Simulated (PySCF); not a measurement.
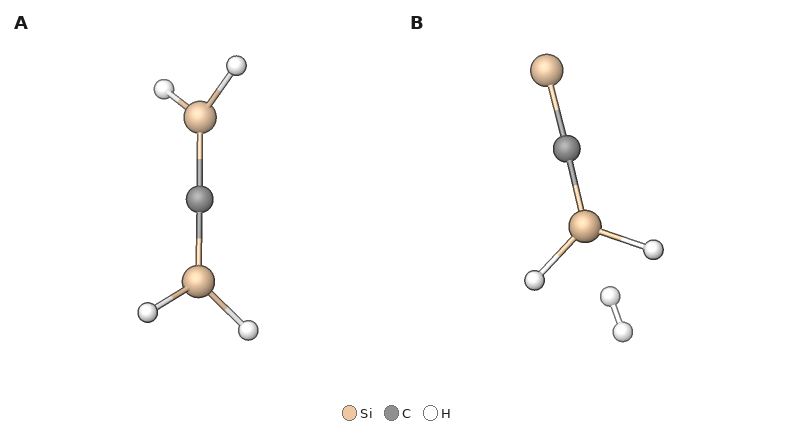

2 stationary structures of one formula. Geometries: PBE-D4/def2-SVP. Electronic energies: PBE-D4/def2-SVP (PySCF 2.14.0), without zero-point energy. No frequency run is at hand to confirm each as a minimum. Each is one conformer, not always the lowest.

Which is lowest in energy, and by how much?

A is lowest (D2d); B lies 22.3 kcal/mol above it.
